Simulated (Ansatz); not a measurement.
Relaxed BN (space group P6_3/mmc):

```
BN
1.0
    2.48795     0.00000     0.00000
   -1.24398     2.15463     0.00000
    0.00000     0.00000     6.53177
B N
2 2
Direct
  0.00000   0.00000   0.75000
  0.00000   0.00000   0.25000
  0.66667   0.33333   0.25000
  0.33333   0.66667   0.75000
```

A phonon eigenvector at Γ is frozen into this cell: atom i moves by Q times the vector below, so Q is the largest atomic displacement, in Å. The cell is held. It is one choice among 2 degenerate patterns.

| atom | x | y | z |
|---|---|---|---|
| B1 | 0.000 | -1.000 | 0.000 |
| B2 | 0.000 | 1.000 | 0.000 |
| N3 | 0.000 | -0.776 | 0.000 |
| N4 | 0.000 | 0.776 | 0.000 |

Level of theory: LDA (plane waves to 420 eV, PAW, scalar-relativistic; Ansatz, a quantum-chemistry and plane-wave program). k mesh 15×15×5 (Γ-centred), Fermi-Dirac smearing 0.05 eV. E stands for the smeared free energy. BN was relaxed with its symmetry unable to fall. The zero of ΔE is the undisplaced structure.

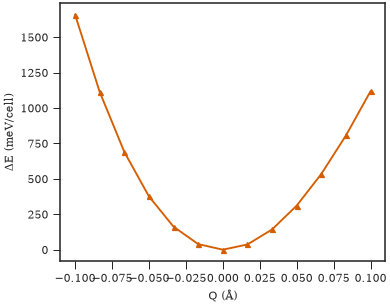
Figure: ΔE (meV/cell) against Q (Å); markers are the computed points, lines only join them.

The energy at Q = 0.100 Å comes out as 1119 meV/cell. Shape of the curve: a single well with its minimum at or next to zero displacement. Space group of the distorted cell: Cmcm (No. 63), lowered from P6_3/mmc. Symmetry of the curve: not even: the negative side lies higher at ±0.100 Å. Harmonic wavenumber from the curvature (finite differences): 1391 cm⁻¹.

E″ = 273.97 eV/Å², M = Σ mᵢ|uᵢ|² = 38.5 u, ν̃ = 521.5·√(|E″|/M).

(A displaced cell: forces are minus the slopes of the energy, force constants its curvatures, and phonons follow from these.)
